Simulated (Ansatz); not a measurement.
**C$_{2}$OSi (SMILES O=C=C=[Si]): density, localisation and related maps**

Input file:

```
crystal:
  periodic: [false, false, false]
  atoms:
    - symbol: C
      position_ang: [0.000000, 0.000000, -0.778326]
    - symbol: C
      position_ang: [0.000000, 0.000000, 0.521580]
    - symbol: O
      position_ang: [0.000000, 0.000000, -1.939933]
    - symbol: Si
      position_ang: [0.000000, 0.000000, 2.196680]
basis:
  gaussian:
    orbitals: def2-TZVPD
hamiltonian:
  xc: {name: PBE0}
output: {forces: true, orbitals: {seedname: orbitals}}
```

Command:

```sh
ansatz run input.yaml --threads 1 --pin off --max-ram 2610MiB --events-out events.jsonl --progress --plain --runs-dir runs
```

Geometry: PBE0-D3(BJ)/def2-SVP.

These are results of isolated molecule in a Gaussian basis; Kohn-Sham density functional theory, functional PBE0 in Ansatz, not measurements.

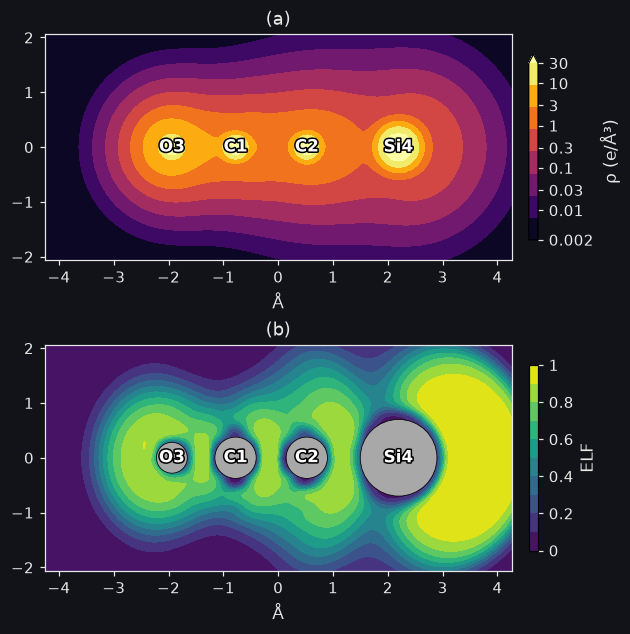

Figure 1. (a) electron density; (b) ELF on a plane that holds the molecular axis. Grey discs cover the atomic cores in the ELF map.

> Interpret the plot.

The plane passes through C, O and Si nuclei.
C–O (1.16 Å): the density is about 3.7 e/Å³ at the midpoint; the ELF peaks at about 0.85 between the atoms; a short, multiple covalent bond.
C–C (1.30 Å): ρ at the midpoint is about 2.4 e/Å³; the ELF peaks at about 0.85 between the atoms; a short, multiple covalent bond.
C–Si (1.68 Å): ρ at the midpoint is about 1.2 e/Å³; the ELF peaks at about 0.90 between the atoms: localised, covalent bonding.
The ELF also peaks beside O3 and Si4, away from the bonds: lone-pair regions.

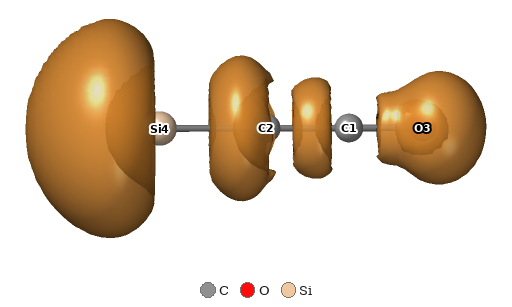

Figure 2. Isosurface of the electron localisation function at 0.75 (orange), seen from one side. Core shells and regions of very low density are left out.

> Where are the electrons localised?

At this value the surface marks out one region between bonded C–C atoms (shared pairs), one region between bonded C–Si atoms (shared pairs), one region on O in which the atom's valence shell and bonds are merged and one lobe on Si, pointing away from the bonds (lone pairs).

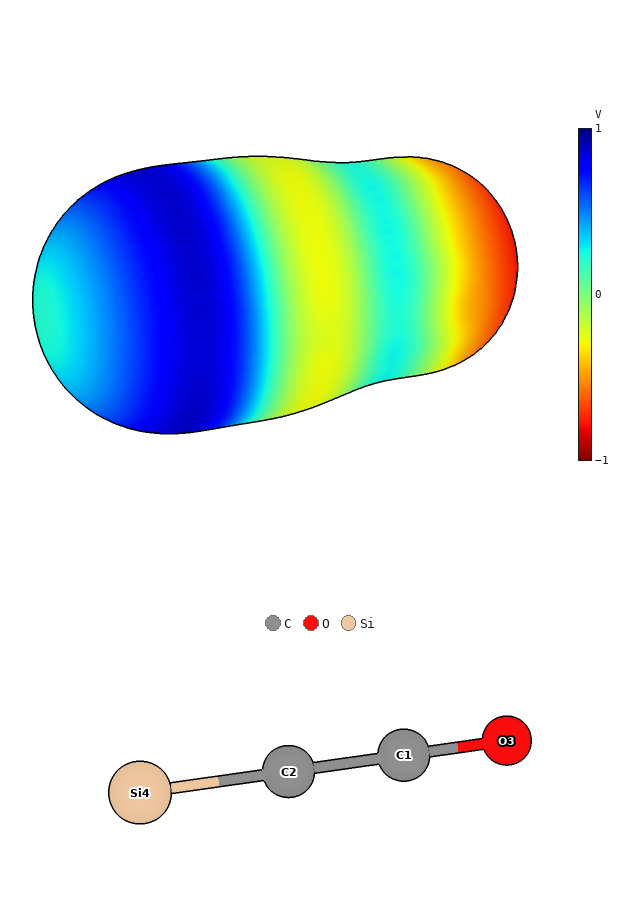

Figure 3. The molecular electrostatic potential painted on the density surface at 0.001 e/bohr³, seen at a tilt; the colour scale runs from red (negative) to blue (positive). The bare structure is drawn below in the same view.

> Which sites attract a positive test charge, and which a negative one?

A positive charge is drawn to the negative regions and a negative charge to the positive ones. The most negative region (about −0.8 V) lies over O3, the most positive (about +0.9 V) over Si4.

> How polar is the molecule by this calculation?

Its dipole moment is 2.19 D.
